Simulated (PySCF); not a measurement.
**C7H7, charge −1, SMILES `[CH2-]c1ccccc1`: what the electrons do**

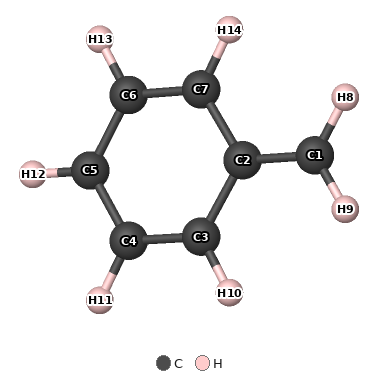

The molecule, with its atoms numbered as below. No frequency check shows the geometry to be a minimum.

Cartesian coordinates (Å):

```
C1      -2.3855    0.0001    0.0000
C2      -1.0228   -0.0001    0.0000
C3      -0.2427    1.2072    0.0000
C4       1.1238    1.1952    0.0000
C5       1.8457    0.0000    0.0000
C6       1.1237   -1.1953    0.0000
C7      -0.2428   -1.2072    0.0000
H8      -2.9570   -0.9181    0.0000
H9      -2.9570    0.9183    0.0000
H10     -0.7744    2.1561    0.0000
H11      1.6677    2.1406    0.0000
H12      2.9312   -0.0001    0.0000
H13      1.6676   -2.1408    0.0000
H14     -0.7746   -2.1561    0.0000
```

### 1. Removing or adding an electron

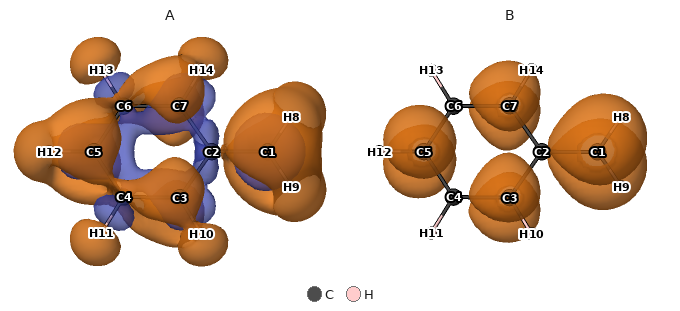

The Fukui function f⁻ from two separate SCF calculations and the density of the HOMO, at ±0.008 e/Å³ (orange positive, blue negative).

Level of theory: BLYP/6-31+G* (PySCF), at a geometry from GFN2-xTB. The highest occupied Kohn–Sham orbital has positive energy, a self-interaction fault of such functionals for anions. This is a single-reference result, which may miss multireference character in this system.

> Which panel is which, and how good is the frozen-orbital picture?

A is f⁻ (it has negative regions), B the HOMO density. The HOMO lies on C1 (36 %), C5 (15 %) and C3 and C7 (11 % each); f⁻ (Hirshfeld-condensed) is largest on C1 (0.23); the vertical detachment energy is 0.69 eV (the stability of the neutral species's solution wasn't checked). Relaxation shifts 26 % of the electron between atoms. The orbital energy is 1.72 eV.

### 2. Localised orbitals

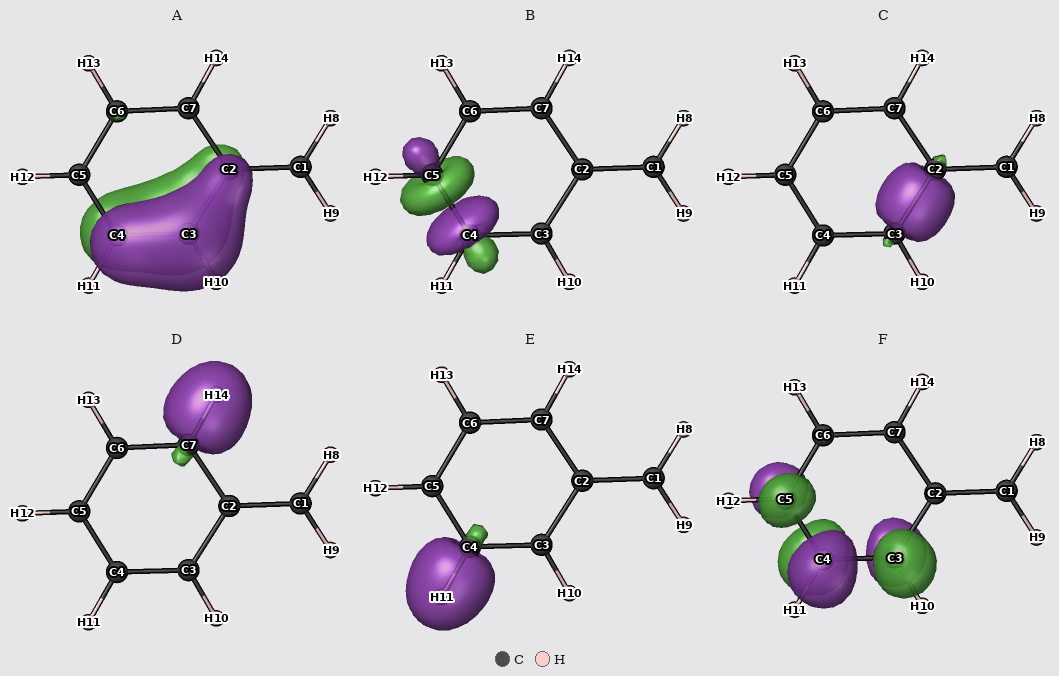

Intrinsic bond orbitals (IBO), occupied and valence-virtual; each surface holds about 70 % of the orbital's density. Energies are diagonal elements of the Fock matrix.

Method: HF/6-31+G*; geometry: GFN2-xTB; program: PySCF.

> What does each orbital represent in a Lewis picture?

By panel:
- A: delocalised π orbital mainly over C3, C4 and C2 (C3 58 %, C4 29 %, C2 10 %; −5.5 eV)
- B: σ* orbital C5–C4 (C5 51 %, C4 49 %; 27.3 eV)
- C: σ bond C2–C3 (C2 50 %, C3 49 %; −16.2 eV)
- D: σ bond C7–H14 (C7 55 %, H14 45 %; −13.3 eV)
- E: σ bond C4–H11 (C4 55 %, H11 44 %; −13.9 eV)
- F: delocalised π* orbital mainly over C4, C3 and C5 (C4 51 %, C3 29 %, C5 17 %; 12.7 eV)

> Which has the smallest and which the largest spatial spread?

Smallest: C (0.78 Å); largest: A (1.40 Å).

### 3. Magnetic shielding

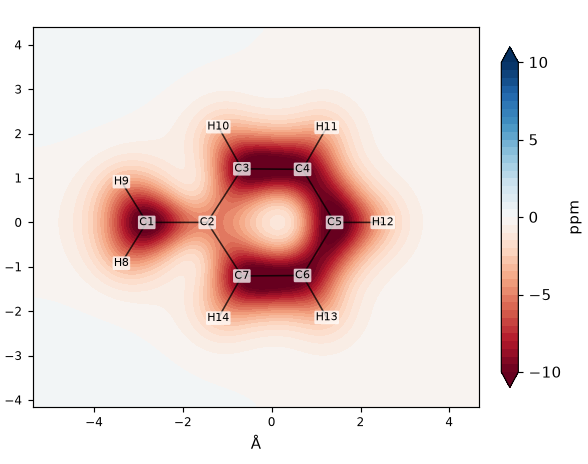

Isotropic NICS 1.0 Å above the plane of the 6-membered ring C2/C3/C4/C5/C6/C7; GIAO shieldings; atoms are projected onto the map; negative values mean shielding.

Method: PBE/cc-pVDZ; geometry: GFN2-xTB; program: PySCF. The highest occupied Kohn–Sham orbital has positive energy, a self-interaction fault of such functionals for anions. This is a single-reference result, which may miss multireference character in this system. The basis has no diffuse functions, which an anion needs.

> Is the ring aromatic by this magnetic criterion?

It is neither clearly diatropic nor paratropic (non-aromatic): NICS(0) = +1.1, NICS(1) = −1.4, NICS(1)zz = 0.0 ppm.

> What absolute proton shieldings does the same calculation give?

From 26.3 ppm (H11 and H13) to 30.0 ppm (H8 and H9).
